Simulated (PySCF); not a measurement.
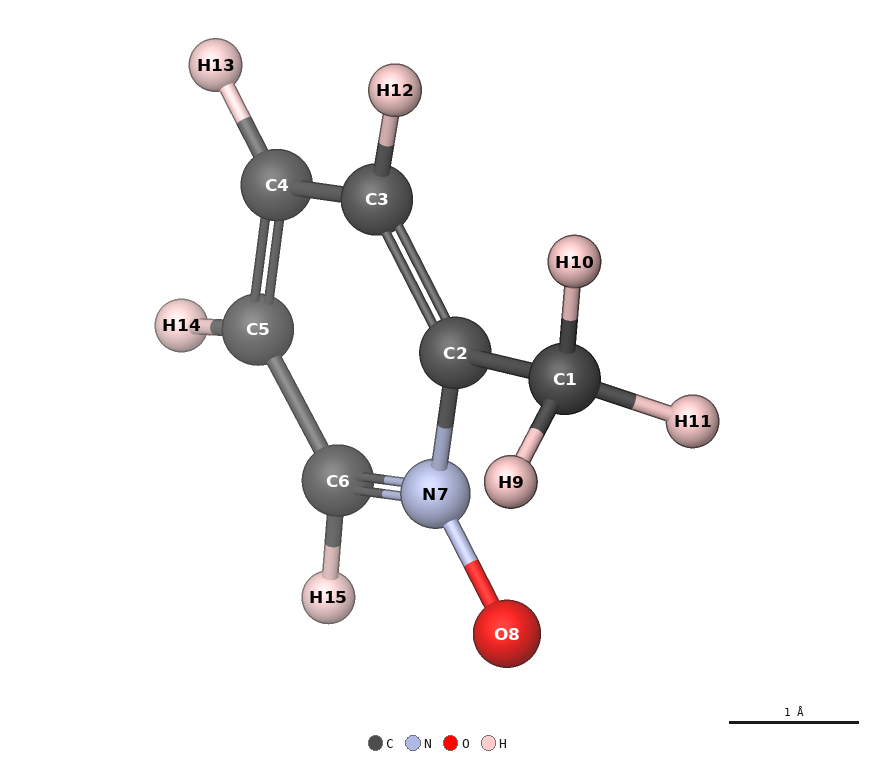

Orthographic view. Distant atoms are faded towards the background colour. The geometry was computed by an optimisation with GFN2-xTB. No frequency run is at hand to confirm it as a minimum.

Write a MOL file (V2000) with the atoms in numerical order, bonds sorted by atom number with the orders drawn, and coordinates in the frame of the picture: x right, y up, z towards the viewer, origin at the mean position.

```
C6H7NO
                    3D

 15 15  0  0  0  0  0  0  0  0999 V2000
    1.2200   -0.2000    1.7800 C   0  0  0  0  0  0  0  0  0  0  0  0
    0.3700    0.0000    0.5800 C   0  0  0  0  0  0  0  0  0  0  0  0
   -0.2400    1.1900    0.2500 C   0  0  0  0  0  0  0  0  0  0  0  0
   -1.0100    1.3100   -0.9000 C   0  0  0  0  0  0  0  0  0  0  0  0
   -1.1600    0.1800   -1.6900 C   0  0  0  0  0  0  0  0  0  0  0  0
   -0.5400   -0.9900   -1.3400 C   0  0  0  0  0  0  0  0  0  0  0  0
    0.2200   -1.0900   -0.2200 N   0  0  0  0  0  0  0  0  0  0  0  0
    0.7700   -2.1800    0.0700 O   0  0  0  0  0  0  0  0  0  0  0  0
    0.8000   -1.0000    2.3900 H   0  0  0  0  0  0  0  0  0  0  0  0
    1.3000    0.7100    2.3700 H   0  0  0  0  0  0  0  0  0  0  0  0
    2.2200   -0.5300    1.4800 H   0  0  0  0  0  0  0  0  0  0  0  0
   -0.1000    2.0400    0.9000 H   0  0  0  0  0  0  0  0  0  0  0  0
   -1.4900    2.2400   -1.1500 H   0  0  0  0  0  0  0  0  0  0  0  0
   -1.7500    0.2100   -2.5900 H   0  0  0  0  0  0  0  0  0  0  0  0
   -0.6100   -1.9000   -1.9200 H   0  0  0  0  0  0  0  0  0  0  0  0
  1  2  1  0
  1  9  1  0
  1 10  1  0
  1 11  1  0
  2  3  2  0
  2  7  1  0
  3  4  1  0
  3 12  1  0
  4  5  2  0
  4 13  1  0
  5  6  1  0
  5 14  1  0
  6  7  2  0
  6 15  1  0
  7  8  1  0
M  CHG  2   7   1   8  -1
M  END
```
